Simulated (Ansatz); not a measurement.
**CH7AlSi (SMILES [CH3][AlH][SiH3]) at PBE0/cc-pVDZ**

What is the energy change on altering one bond length of CH7AlSi at PBE0/cc-pVDZ? 

Program for the calculation: Ansatz 0.2.0.

68 further runs of the same task are left out: 68 set aside as unsound or not needed.

**1. The molecule**

The species is CH7AlSi (10 atoms), meant as a singlet with charge 0. SMILES: `[CH3][AlH][SiH3]`. Geometry: relaxed at PBE0-D4/def2-TZVP.

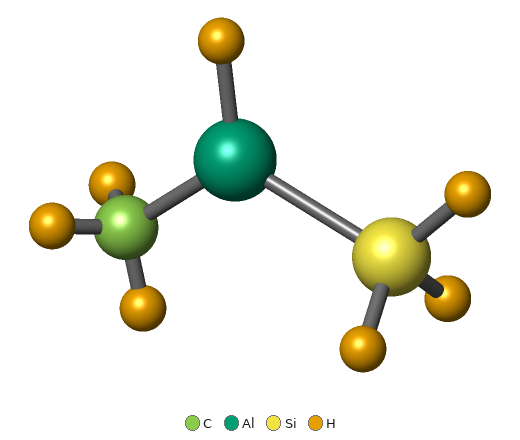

Viewed from a chosen angle; carbon green, aluminium teal, silicon yellow, hydrogen amber.

**2. A single-point energy at PBE0/cc-pVDZ**

input.yaml

```yaml
crystal:
  periodic: [false, false, false]
  atoms:
    - symbol: C
      position_ang: [-1.428400, 0.967200, -0.792400]
    - symbol: Al
      position_ang: [0.409100, 0.309500, -0.720900]
    - symbol: Si
      position_ang: [1.161700, -1.107300, 1.145400]
    - symbol: H
      position_ang: [-1.909200, 0.659300, -1.727500]
    - symbol: H
      position_ang: [-2.050600, 0.624100, 0.036600]
    - symbol: H
      position_ang: [-1.438000, 2.063000, -0.790400]
    - symbol: H
      position_ang: [1.416900, 0.709200, -1.887700]
    - symbol: H
      position_ang: [0.334900, -2.347600, 1.241000]
    - symbol: H
      position_ang: [1.000200, -0.395000, 2.448500]
    - symbol: H
      position_ang: [2.586600, -1.533600, 1.050400]
basis:
  gaussian:
    orbitals: cc-pVDZ
hamiltonian:
  xc: pbe0
accuracy: high
output: {orbitals: {seedname: orbitals}}
```

The run is started by

```
$ ansatz run input.yaml --threads 1 --pin off --max-ram 3480MiB --events-out events.jsonl --progress --plain --runs-dir runs
```

What it wrote:

```text
Warning: RAYON_NUM_THREADS=1 ignored (pool sized by the plan → 1); use --threads N
Functional definition: PBE0
  name "PBE0"
  parameter a = 0.25
  parameter kappa = 0.804
  parameter beta = 0.06672455060314922
  exchange = (1 - a)*pbe_x(kappa = kappa, mu = beta*pi^2/3) + a*exact_x
  correlation = pbe_c(beta = beta)
2025 factors; integrals over basis functions are off by at most 3.9e-9 eV
mean field evaluation 1: about -15612.2308 eV, gradient 4.4e1 eV
mean field evaluation 2: about -15610.1061 eV, gradient 4.9e1 eV
mean field evaluation 4: about -15617.1061 eV, gradient 9.7e-1 eV
mean field evaluation 8: about -15617.2274 eV, gradient 3.4e-2 eV
mean field evaluation 16: about -15617.2275 eV, gradient 1.8e-6 eV
mean field -15617.22745086 eV, -573.9225230820 hartree, gradient 6.0e-8 eV, S^2 0.000000; 0 other end points of the search recorded, 0 dependent functions left out
reference -15617.22745404 eV, -573.9225231990 hartree; 20, 20 occupied and 65, 65 virtual orbitals, 2025 factors
Total energy: -15617.22745404 eV, -573.9225231990 hartree
```

Wall time 8.1 s (1 thread of Arm Neoverse V1, shared host); peak memory 0.29 GiB.

**3. The distorted shape at the same level**

in.yaml

```yaml
basis:
  gaussian:
    orbitals: cc-pVDZ
crystal:
  periodic: [false, false, false]
  atoms:
    - symbol: C
      position_ang: [-1.379947, 0.753499, -1.183350]
    - symbol: Al
      position_ang: [0.457553, 0.095799, -1.111850]
    - symbol: Si
      position_ang: [1.210153, -1.321001, 0.754450]
    - symbol: H
      position_ang: [-1.860747, 0.445599, -2.118450]
    - symbol: H
      position_ang: [-2.002147, 0.410399, -0.354350]
    - symbol: H
      position_ang: [-1.389547, 1.849299, -1.181350]
    - symbol: H
      position_ang: [1.465353, 0.495499, -2.278650]
    - symbol: H
      position_ang: [0.383353, -2.561301, 0.850050]
    - symbol: H
      position_ang: [1.000200, -0.395000, 2.448500]
    - symbol: H
      position_ang: [2.635053, -1.747301, 0.659450]
hamiltonian:
  xc: {name: PBE0}
output: {orbitals: {seedname: orbitals}}
accuracy: high
```

The run is started by

```
$ ansatz run in.yaml --threads 1 --pin off --max-ram 3480MiB --events-out events.jsonl --progress --plain --runs-dir runs
```

What it wrote, cut to the lines that bear on the results:

```text
Warning: RAYON_NUM_THREADS=1 ignored (pool sized by the plan → 1); use --threads N
[... 7 set-up lines as earlier in the session ...]
2011 factors; integrals over basis functions are off by at most 4.0e-9 eV
mean field evaluation 1: about -15611.3928 eV, gradient 4.4e1 eV
mean field evaluation 2: about -15609.1467 eV, gradient 4.9e1 eV
mean field evaluation 4: about -15616.2006 eV, gradient 1.1e0 eV
mean field evaluation 8: about -15616.3176 eV, gradient 6.2e-2 eV
mean field evaluation 16: about -15616.3177 eV, gradient 1.3e-5 eV
mean field -15616.31766085 eV, -573.8890889159 hartree, gradient 4.8e-8 eV, S^2 0.000000; 0 other end points of the search recorded, 0 dependent functions left out
reference -15616.31766405 eV, -573.8890890337 hartree; 20, 20 occupied and 65, 65 virtual orbitals, 2011 factors
Total energy: -15616.31766405 eV, -573.8890890337 hartree
```

Wall time 8.4 s (1 thread of Arm Neoverse V1, shared host); peak memory 0.28 GiB.

**4. Results**

Level: PBE0/cc-pVDZ.

| quantity | value |
| --- | --- |
| first shape: total energy | -573.92252 Eh |
| first shape: HOMO energy | -7.30 eV |
| first shape: LUMO energy | -1.69 eV |
| first shape: HOMO–LUMO gap | 5.60 eV |
| distorted shape: total energy | -573.88909 Eh |
| distorted shape: HOMO energy | -7.37 eV |
| distorted shape: LUMO energy | -1.91 eV |
| distorted shape: HOMO–LUMO gap | 5.47 eV |
| energy change with the Si3–H9 bond stretched from 1.494 to 1.942 Å | 0.910 eV |

What this shows: With the Si3–H9 bond stretched from 1.494 to 1.942 Å the energy rises by 0.91 eV (21.0 kcal/mol). The first shape isn't relaxed at this level, so the change isn't measured from a minimum.
